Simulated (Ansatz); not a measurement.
L1₂ (Cu3Au-type) Ni3Fe was calculated with RPBE (PAW; Ansatz, a program for electronic structure).

Run with plane-wave cutoff 520 eV, 16×16×16 k mesh, Fermi–Dirac smearing 0.05 eV, spin-polarised with parallel moments, scalar-relativistic PAW data made under PBE.

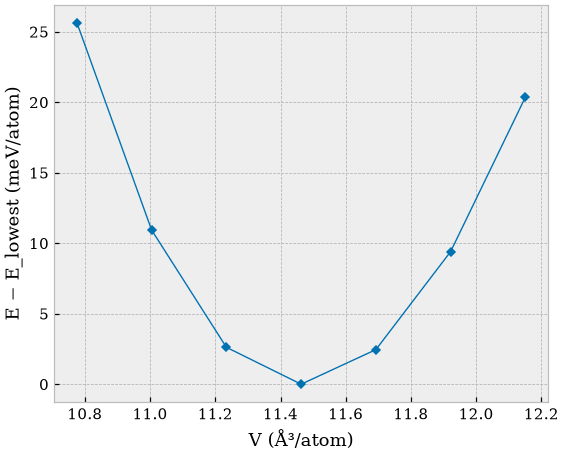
Total energy against volume

Task: From the curve, estimate the equilibrium volume and the bulk modulus.

Result: V0 ≈ 11.5 Å³/atom and B0 ≈ 180 GPa; the fit gives V0 = 11.463 Å³/atom, B0 = 177 GPa, B′ = 4.9.

Computed values are for the static lattice.
